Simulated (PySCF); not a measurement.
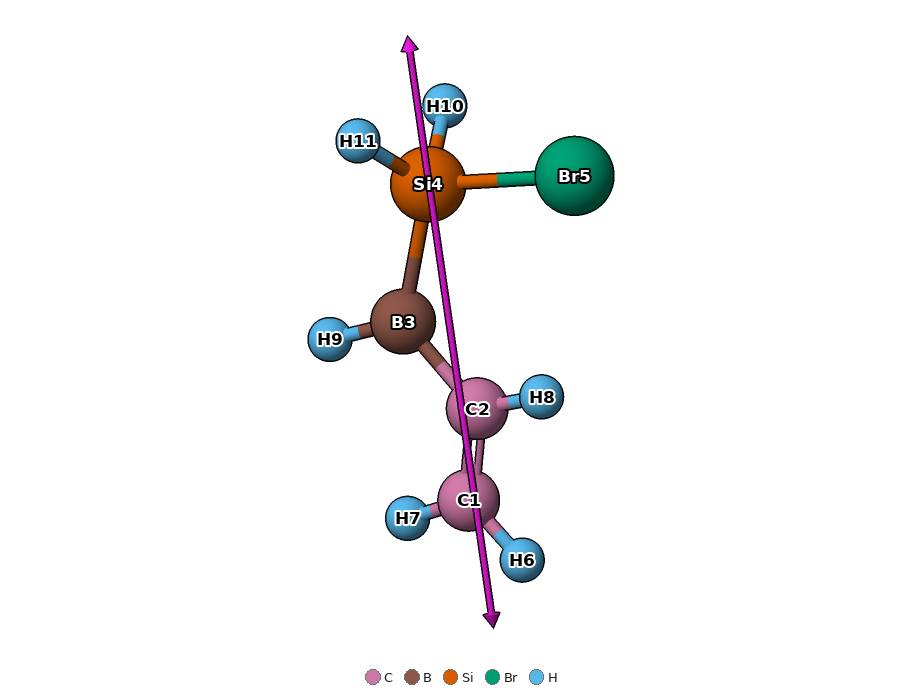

The double arrow shows the direction of the transition dipole to excited singlet state 5 (its length means nothing). Computed geometry: GFN2-xTB optimisation. No frequency run is at hand to confirm it as a minimum. Method: TDDFT CAM-B3LYP/def2-SVPD, vertical, gas phase, core orbitals frozen in the response (PySCF 2.14.0).

### Where does the transition lie, and how strong is it?

5.58 eV (222 nm), oscillator strength 0.26, of mixed character, with the largest part HOMO−2 → LUMO (weight 0.45); transition dipole 3.48 D.

The geometry is semi-empirical. Around B, Br, Si such bond lengths and angles can be off by a tenth of an ångström or more and by several degrees, and values that hang on the shape move with them.
